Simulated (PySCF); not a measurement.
# C₄H₄FN: electronic excitations and core binding energies

What electronic excitations and core binding energies should C₄H₄FN (`Fc1cc[nH]c1`) show?

Computed with PySCF 2.14.0, with density-fitted response routines of our own, on a single molecule in the gas phase. Atoms are numbered from 0 throughout.

## Step 1: The molecule as given

10 atoms, charge 0, multiplicity 1; geometry from: GFN2-xTB.

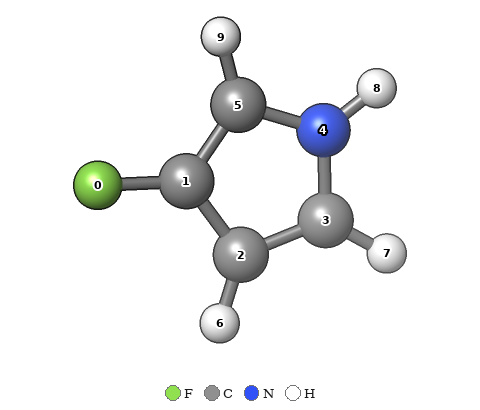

The starting geometry (fluorine green, carbon grey, nitrogen blue, hydrogen white), atoms numbered.

## Step 2: TDDFT and polarisability: PBE0/def2-SVPD

What the job is given:

```
{"job": {"kind": "uv", "xc": "PBE0", "basis": "def2-SVPD", "nstates": 8, "ntriplets": 3}, "charge": 0, "multiplicity": 1}
F      2.387959    -0.662040     0.185445
C      1.096978    -0.303523     0.083944
C      0.012272    -1.186689    -0.057996
C     -1.105344    -0.397918    -0.122889
N     -0.727602     0.900934    -0.026045
C      0.624903     0.980871     0.101911
H      0.060828    -2.254709    -0.104531
H     -2.134710    -0.675399    -0.230358
H     -1.350056     1.690919    -0.046601
H      1.143655     1.912209     0.194593
```

With the program's defaults for keys left out, this is: TDDFT PBE0/def2-SVPD, vertical, gas phase, core orbitals frozen in the response.

Standard output:

```text
coarse grid: 8976 points
cycle   1  E = -308.7762017575  dE =  1.169e+00  |g| = 4.332e-01  |ddm| = 5.930e+00
cycle   2  E = -308.7651820036  dE =  1.102e-02  |g| = 5.124e-01  |ddm| = 1.386e+00
cycle   3  E = -308.8169993959  dE = -5.182e-02  |g| = 7.644e-02  |ddm| = 7.171e-01
cycle   4  E = -308.8179358084  dE = -9.364e-04  |g| = 3.613e-02  |ddm| = 1.475e-01
cycle   5  E = -308.8182369611  dE = -3.012e-04  |g| = 8.243e-03  |ddm| = 6.507e-02
cycle   6  E = -308.8182515040  dE = -1.454e-05  |g| = 3.268e-03  |ddm| = 1.970e-02
cycle   7  E = -308.8182537152  dE = -2.211e-06  |g| = 5.442e-04  |ddm| = 5.304e-03
final grid: 88920 points
cycle   8  E = -308.8571894146  dE = -2.473e-05  |g| = 7.112e-03  |ddm| = 1.109e-01
cycle   9  E = -308.8571809433  dE =  8.471e-06  |g| = 9.891e-03  |ddm| = 2.398e-02
cycle  10  E = -308.8572010555  dE = -2.011e-05  |g| = 9.536e-04  |ddm| = 1.267e-02
cycle  11  E = -308.8572012335  dE = -1.780e-07  |g| = 2.184e-04  |ddm| = 1.489e-03
cycle  12  E = -308.8572012414  dE = -7.970e-09  |g| = 1.039e-04  |ddm| = 6.248e-04
cycle  13  E = -308.8572012440  dE = -2.534e-09  |g| = 2.968e-05  |ddm| = 2.098e-04
cycle  14  E = -308.8572012442  dE = -1.965e-10  |g| = 5.511e-06  |ddm| = 5.815e-05
converged SCF energy = -308.8572012442

Static polarisability (au): isotropic 51.332, principal 34.847 58.813 60.338

Singlet excitations
state   eV       nm        f      main configurations
  1   5.7318    216.3   0.00094   H->L 0.99
  2   6.4689    191.7   0.11538   H->L+1 0.79, H-1->L+1 0.10
  3   6.5265    190.0   0.00608   H->L+2 0.95
  4   6.5810    188.4   0.00005   H-1->L 0.95
  5   6.8652    180.6   0.02689   H->L+3 0.96
  6   6.8665    180.6   0.07852   H-1->L+1 0.57, H->L+4 0.26, H->L+1 0.16
  7   7.3444    168.8   0.00971   H->L+5 0.56, H-1->L+2 0.37
  8   7.4283    166.9   0.00969   H-1->L+2 0.59, H->L+5 0.36

Triplet excitations (Tamm-Dancoff, eV): 4.3641 5.4350 5.6504
```

Wall time 15 s (1 thread, shared host).

The orbitals next to the gap, with their largest atomic shares:

```
orbital      eV                      atoms
 HOMO−3  -11.67  N4 35 %, F0 22 %, C3 14 %
 HOMO−2  -10.20  F0 40 %, C1 18 %, C2 17 %
 HOMO−1   -7.19  C2 32 %, N4 24 %, C1 17 %
   HOMO   -6.35  C5 30 %, C3 23 %, C1 18 %
   LUMO    0.63  H8 36 %, C3 16 %, N4 12 %
 LUMO+1    0.75  C3 25 %, N4 19 %, C5 18 %
 LUMO+2    1.45  C1 29 %, C5 18 %, F0 17 %
```

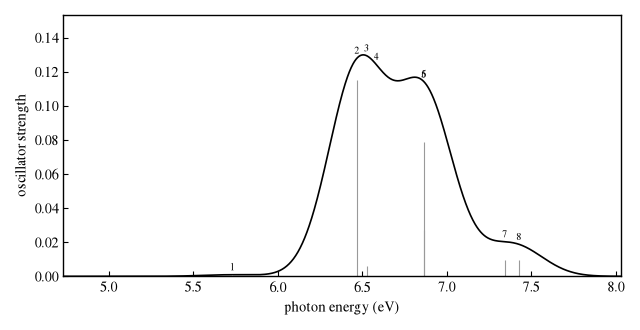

Absorption spectrum from the 8 singlet states computed; above the last one it falls off for lack of states. Lines are broadened to a width of 0.40 eV (Gaussian).

Further results of this job:

```
           property  computed
  dipole moment (D)      3.31
polarisability (Å³)      7.61
 HOMO–LUMO gap (eV)      6.98
      −ε(HOMO) (eV)      6.35
```

## Step 3: Core holes by ΔSCF: SCAN, X2C

Same as in step 2 but for these lines:

```diff
@@ -1,2 +1,2 @@
-{"job": {"kind": "uv", "xc": "PBE0", "basis": "def2-SVPD", "nstates": 8, "ntriplets": 3}, "charge": 0, "multiplicity": 1}
+{"job": {"kind": "xps"}, "charge": 0, "multiplicity": 1}
 F      2.387959    -0.662040     0.185445
```

With the program's defaults for keys left out, this is: delta-SCF UKS SCAN, pcX-2 on the ionised atom, pcseg-1 elsewhere, spin-free X2C.

Standard output:

```text
ground state, core basis on atom 0 (F), 135 functions
  cycle   1  E = -309.38606918  |g| = 5.77e-01
  cycle   2  E = -309.32666590  |g| = 8.34e-01
  cycle   3  E = -309.44631033  |g| = 1.46e-01
  cycle   4  E = -309.45043110  |g| = 5.05e-02
  cycle   5  E = -309.45098347  |g| = 1.96e-02
  cycle   6  E = -309.45107231  |g| = 6.28e-03
  cycle   7  E = -309.45107978  |g| = 1.95e-03
  cycle   8  E = -309.45107941  |g| = 4.56e-04
  E(ground) = -309.45989996 Eh
hole in F 1s of atom 0
  cycle   1  E = -283.09417753  |g| = 2.58e+00
  cycle   2  E = -281.52203497  |g| = 2.63e+00
  cycle   3  E = -283.18456827  |g| = 1.17e+00
  cycle   4  E = -283.89437596  |g| = 4.43e-01
  cycle   5  E = -283.95394412  |g| = 2.48e-01
  cycle   6  E = -283.98315678  |g| = 7.40e-02
  cycle   7  E = -283.98565305  |g| = 7.26e-03
  cycle   8  E = -283.98567361  |g| = 3.73e-03
  cycle   9  E = -283.98568004  |g| = 9.46e-04
  cycle  10  E = -283.98567969  |g| = 5.82e-04
  cycle  11  E = -283.98567955  |g| = 2.23e-04
  E(ion) = -284.00051162 Eh   <S^2> = 0.7569   hole on atom = 1.000   binding energy = 692.785 eV
ground state, core basis on atom 1 (C), 135 functions
  cycle   1  E = -309.41064307  |g| = 1.03e-01
  cycle   2  E = -309.40793909  |g| = 1.54e-01
  cycle   3  E = -309.41173748  |g| = 1.89e-02
  cycle   4  E = -309.41177873  |g| = 9.55e-03
  cycle   5  E = -309.41180416  |g| = 1.20e-03
  cycle   6  E = -309.41180482  |g| = 3.25e-04
  E(ground) = -309.41964136 Eh
hole in C 1s of atom 1
  cycle   1  E = -298.10156642  |g| = 1.52e+00
  cycle   2  E = -296.32354583  |g| = 2.34e+00
  cycle   3  E = -298.41267823  |g| = 7.29e-01
  cycle   4  E = -298.58957812  |g| = 4.43e-01
  cycle   5  E = -298.66514788  |g| = 1.22e-01
  cycle   6  E = -298.66988490  |g| = 4.50e-02
  cycle   7  E = -298.67077868  |g| = 2.06e-02
  cycle   8  E = -298.67096857  |g| = 8.45e-03
  cycle   9  E = -298.67100833  |g| = 3.23e-03
  cycle  10  E = -298.67101278  |g| = 3.19e-03
  cycle  11  E = -298.67101884  |g| = 6.62e-04
  cycle  12  E = -298.67101996  |g| = 5.29e-04
  cycle  13  E = -298.67101971  |g| = 3.23e-04
  E(ion) = -298.67938008 Eh   <S^2> = 0.7824   hole on atom = 1.000   binding energy = 292.257 eV
ground state, core basis on atom 2 (C), 135 functions
  cycle   1  E = -309.40767540  |g| = 5.90e-02
  cycle   2  E = -309.40750052  |g| = 3.48e-02
  cycle   3  E = -309.40749141  |g| = 3.52e-02
  cycle   4  E = -309.40777236  |g| = 5.35e-03
  cycle   5  E = -309.40777961  |g| = 8.10e-04
  cycle   6  E = -309.40778044  |g| = 2.96e-04
  E(ground) = -309.41531781 Eh
hole in C 1s of atom 2
  cycle   1  E = -298.17354592  |g| = 1.52e+00
  cycle   2  E = -297.32553386  |g| = 1.94e+00
  cycle   3  E = -298.60429911  |g| = 5.49e-01
  cycle   4  E = -298.67335591  |g| = 3.82e-01
  cycle   5  E = -298.74219513  |g| = 8.88e-02
  cycle   6  E = -298.74480364  |g| = 4.31e-02
  cycle   7  E = -298.74548668  |g| = 1.27e-02
  cycle   8  E = -298.74556199  |g| = 5.73e-03
  cycle   9  E = -298.74558634  |g| = 2.78e-03
  cycle  10  E = -298.74559205  |g| = 2.08e-03
  cycle  11  E = -298.74559794  |g| = 6.88e-04
  cycle  12  E = -298.74559919  |g| = 3.76e-04
  E(ion) = -298.75288031 Eh   <S^2> = 0.7747   hole on atom = 1.000   binding energy = 290.140 eV
ground state, core basis on atom 3 (C), 135 functions
  cycle   1  E = -309.40796399  |g| = 5.94e-02
  cycle   2  E = -309.40779008  |g| = 3.40e-02
  cycle   3  E = -309.40780791  |g| = 3.24e-02
  cycle   4  E = -309.40806715  |g| = 6.96e-03
  cycle   5  E = -309.40807908  |g| = 5.93e-04
  cycle   6  E = -309.40807910  |g| = 2.70e-04
  E(ground) = -309.41549056 Eh
hole in C 1s of atom 3
  cycle   1  E = -298.13586117  |g| = 1.52e+00
  cycle   2  E = -297.06051893  |g| = 2.06e+00
  cycle   3  E = -298.55154236  |g| = 5.61e-01
  cycle   4  E = -298.63001152  |g| = 3.84e-01
  cycle   5  E = -298.70918138  |g| = 9.35e-02
  cycle   6  E = -298.71196713  |g| = 5.68e-02
  cycle   7  E = -298.71351735  |g| = 1.79e-02
  cycle   8  E = -298.71367728  |g| = 6.11e-03
  cycle   9  E = -298.71371144  |g| = 3.44e-03
  cycle  10  E = -298.71373450  |g| = 2.98e-03
  cycle  11  E = -298.71375450  |g| = 1.64e-03
  cycle  12  E = -298.71376874  |g| = 9.67e-04
  cycle  13  E = -298.71377127  |g| = 7.16e-04
  cycle  14  E = -298.71377274  |g| = 2.61e-04
  E(ion) = -298.72043685 Eh   <S^2> = 0.7853   hole on atom = 1.000   binding energy = 291.027 eV
ground state, core basis on atom 4 (N), 135 functions
  cycle   1  E = -309.41880339  |g| = 7.49e-02
  cycle   2  E = -309.41859332  |g| = 3.50e-02
  cycle   3  E = -309.41841504  |g| = 4.28e-02
  cycle   4  E = -309.41890354  |g| = 7.95e-03
  cycle   5  E = -309.41891818  |g| = 6.00e-04
  cycle   6  E = -309.41891891  |g| = 3.49e-04
  E(ground) = -309.42388042 Eh
hole in N 1s of atom 4
  cycle   1  E = -293.77451393  |g| = 1.87e+00
  cycle   2  E = -292.83877289  |g| = 2.24e+00
  cycle   3  E = -294.26894178  |g| = 6.53e-01
  cycle   4  E = -294.34436528  |g| = 4.93e-01
  cycle   5  E = -294.47560236  |g| = 6.19e-02
  cycle   6  E = -294.47706891  |g| = 2.30e-02
  cycle   7  E = -294.47723335  |g| = 1.23e-02
  cycle   8  E = -294.47729974  |g| = 4.82e-03
  cycle   9  E = -294.47731268  |g| = 2.04e-03
  cycle  10  E = -294.47731315  |g| = 1.17e-03
  cycle  11  E = -294.47731342  |g| = 3.63e-04
  E(ion) = -294.48155570 Eh   <S^2> = 0.7654   hole on atom = 1.000   binding energy = 406.601 eV
ground state, core basis on atom 5 (C), 135 functions
  cycle   1  E = -309.40815635  |g| = 5.71e-02
  cycle   2  E = -309.40811783  |g| = 1.88e-02
  cycle   3  E = -309.40804753  |g| = 2.49e-02
  cycle   4  E = -309.40819910  |g| = 3.88e-03
  cycle   5  E = -309.40820404  |g| = 6.23e-04
  cycle   6  E = -309.40820434  |g| = 6.19e-05
  E(ground) = -309.41584048 Eh
hole in C 1s of atom 5
  cycle   1  E = -298.14204220  |g| = 1.52e+00
  cycle   2  E = -297.19890906  |g| = 2.01e+00
  cycle   3  E = -298.59112199  |g| = 5.16e-01
  cycle   4  E = -298.65814630  |g| = 3.47e-01
  cycle   5  E = -298.71561512  |g| = 7.09e-02
  cycle   6  E = -298.71737121  |g| = 2.26e-02
  cycle   7  E = -298.71757388  |g| = 9.85e-03
  cycle   8  E = -298.71761434  |g| = 7.27e-03
  cycle   9  E = -298.71765124  |g| = 2.42e-03
  cycle  10  E = -298.71766924  |g| = 1.70e-03
  cycle  11  E = -298.71767578  |g| = 1.42e-03
  cycle  12  E = -298.71767883  |g| = 4.96e-04
  E(ion) = -298.72503229 Eh   <S^2> = 0.7778   hole on atom = 1.000   binding energy = 290.912 eV
```

Run time: 45 s. Hardware: 1 thread, shared host.

Binding energies by hole, beside the orbital energy of the ground state; the difference holds orbital relaxation and, for a density functional, its self-interaction error:

```
     hole  stands for                          environment  ΔSCF (eV)  −ε (eV)   ⟨S²⟩
F1s on F0          F0                        aryl fluorine     692.79    666.8  0.757
C1s on C1          C1     aromatic carbon bearing fluorine     292.26    275.4  0.782
C1s on C2          C2                          aromatic CH     290.14    273.3  0.775
C1s on C3          C3  aromatic CH next to a ring nitrogen     291.03    274.4  0.785
N1s on N4          N4           pyrrole-type ring nitrogen     406.60    387.6  0.765
C1s on C5          C5  aromatic CH next to a ring nitrogen     290.91    274.2  0.778
```

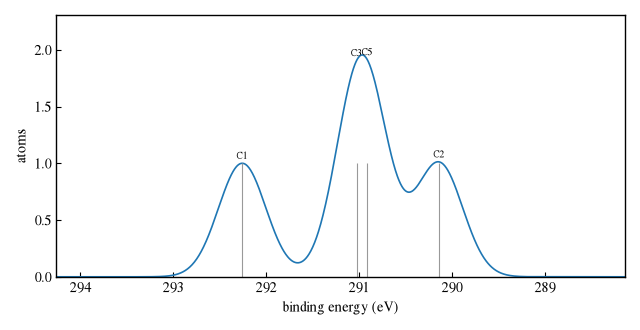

The C1s photoelectron lines, weighted by the number of atoms. Lines are broadened to a width of 0.60 eV (Gaussian).

## Step 4: Summary of results

| quantity | value |
| --- | --- |
| lowest singlet (PBE0/def2-SVPD) | 5.73 eV (216 nm), f = 0.001 |
| brightest single state of those computed | state 2, 6.47 eV, f = 0.115 |
| lowest triplet | 4.36 eV |
| C1s binding energies, SCAN/pcX-2 | C1 292.26, C3 291.03, C5 290.91, C2 290.14 eV |
| F1s binding energies, SCAN/pcX-2 | F0 692.79 eV |
| N1s binding energies, SCAN/pcX-2 | N4 406.60 eV |

The first singlet state (HOMO→LUMO 0.99) lies at 5.73 eV and is dark; of the 8 states computed, the strongest absorption comes from state 2 at 6.47 eV. The lowest triplet lies 1.37 eV below the lowest singlet (triplets in Tamm-Dancoff, singlets in full TDDFT). States above −ε(HOMO) lie where TDDFT describes them poorly and they hang on the basis; the brightest is among them. C1 (aromatic carbon bearing fluorine) binds its C1s electron 2.12 eV more tightly than C2 (aromatic CH).
